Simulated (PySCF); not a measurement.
# AlH6NSi: the cost of one run

Computed with PySCF 2.14.0, with density-fitted response routines of our own, on a single molecule in the gas phase. Atoms count from 0, in the outputs and in this text.

**1. The molecule as given**

9 atoms, charge 0, multiplicity 1; geometry from: PBE0-D3(BJ)/def2-SVP.

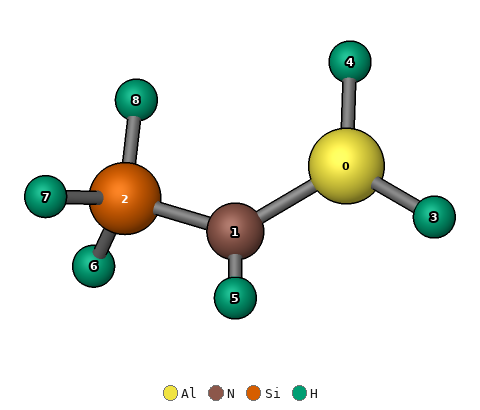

As it starts; aluminium yellow, nitrogen brown, silicon orange, hydrogen teal, atoms numbered.

**2. NMR shieldings: HF/pcSseg-2**

The job: settings as JSON, then the geometry in Å.

```
{"job": {"kind": "nmr", "xc": "HF", "basis": "pcSseg-2", "pop": false}, "charge": 0, "multiplicity": 1}
Al     1.806816    -0.038438    -0.006795
N      0.130983     0.024364     0.620385
Si    -1.387016     0.011741    -0.235804
H      2.982365     0.010516     1.057668
H      2.008787    -0.138394    -1.574841
H      0.036247     0.095329     1.632850
H     -2.249477    -1.150578     0.152262
H     -2.189074     1.252479     0.014198
H     -1.081247    -0.084355    -1.693922
```

Method: GIAO HF/pcSseg-2 NMR shielding, non-relativistic, gas phase.

Command:

```sh
$ OMP_NUM_THREADS=1 python probes_run.py task.json out
```

One launch serves the whole session: the jobs run in the order shown.

**Question.** How long does this first job take on 1 thread of Arm Neoverse V1, shared host, and how much memory does it need?

About 6.6 s, with a peak of 0.84 GiB.
